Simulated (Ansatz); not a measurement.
## Run report: ZrNH$_{5}$O$_{3}$, molecular dynamics (part 5 of 5)

The same run, continued: ZrNH$_{5}$O$_{3}$; RKS B3LYP-D4/def2-SVP (Ansatz 0.2.0). It belongs to a series of runs on one base structure; here: dynamics from the start.

Geometry of the input (Å):
```
Zr -0.1031  -0.1588  0.1225
N  0.0095  0.0787  2.1573
H  -0.6844  0.5381  2.7458
H  0.7600  -0.2588  2.7589
O  1.7228  -0.2475  -0.5268
H  2.5138  -0.3623  -1.0550
O  -1.1601  1.3229  -0.5484
H  -1.6798  1.9199  -1.0882
O  -1.0059  -1.8215  -0.3272
H  -1.4647  -2.6591  -0.2515
```

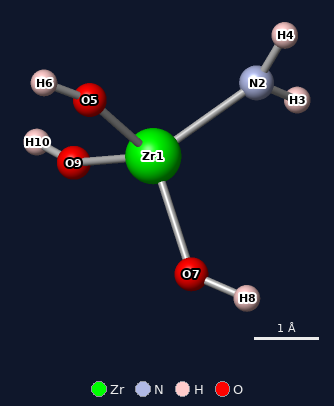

*The geometry at step 244 of the log (ball-and-stick view, seen at a tilt; atoms are numbered from 1 in the order of the input).*

Trajectory as extended XYZ, continued:
```
10
Properties=species:S:1:pos:R:3:forces:R:3 step=238 time_fs=119.0 energy=-8993.94660 temperature=288.7
Zr   -0.0938   -0.1474    0.1354   -0.3167  -0.1364  -0.8166
N    -0.0082    0.0744    2.1540    3.0951   0.4892   0.3478
H    -0.8212    0.0970    2.6992   -1.7340   0.0084   1.2339
H     0.8115    0.2771    2.8050   -1.3333  -0.4219  -1.1560
O     1.7074   -0.3351   -0.5527   -0.8198   0.4482   0.8055
H     2.4350   -0.4731   -1.1298    0.9069  -0.1513  -0.7098
O    -1.2148    1.3135   -0.6150    0.2678   0.2414   0.3737
H    -1.4544    2.2270   -0.3837    0.0970  -0.5086  -0.2013
O    -0.9956   -1.7982   -0.3380   -0.2423  -0.5328   0.1112
H    -1.1754   -2.7503   -0.3596    0.0792   0.5637   0.0117
10
Properties=species:S:1:pos:R:3:forces:R:3 step=244 time_fs=122.0 energy=-8993.93144 temperature=273.6
Zr   -0.0925   -0.1409    0.1339   -0.7726  -1.0920  -0.5138
N     0.0046    0.0754    2.1560   -2.6683  -0.0005   0.5186
H    -0.8975    0.1021    2.7419    1.6814  -0.0954  -1.0348
H     0.7555    0.3073    2.7583    1.0635   0.2151   0.8763
O     1.6912   -0.3377   -0.5460    0.9074   0.1431  -0.3687
H     2.4423   -0.5568   -1.1160   -0.3757   0.1520   0.2861
O    -1.2082    1.3012   -0.6123   -0.0872   1.0857   0.4646
H    -1.4409    2.1972   -0.2789    0.1773  -0.9107  -0.4729
O    -0.9984   -1.8162   -0.3481    0.0978   0.5773   0.2343
H    -1.1608   -2.7591   -0.3609   -0.0236  -0.0745   0.0104
10
Properties=species:S:1:pos:R:3:forces:R:3 step=250 time_fs=125.0 energy=-8993.93289 temperature=273.7
Zr   -0.0919   -0.1353    0.1320   -1.0092  -1.8957  -0.2015
N     0.0053    0.0768    2.1612   -0.8115   0.2130   0.1447
H    -0.8644    0.1000    2.7192    0.4535  -0.0694  -0.1988
H     0.7651    0.3494    2.7650    0.3893   0.0006   0.3050
O     1.6790   -0.3394   -0.5406    1.4409   0.0115  -0.6370
H     2.4296   -0.6292   -1.0875   -0.5450   0.2752   0.3959
O    -1.2017    1.2933   -0.6077    0.2871  -0.7259  -0.5512
H    -1.4187    2.1131   -0.2038   -0.4568   1.3214   0.4007
O    -1.0008   -1.8312   -0.3570    0.3028   1.2188   0.3221
H    -1.1476   -2.7717   -0.3612   -0.0510  -0.3494   0.0201
```
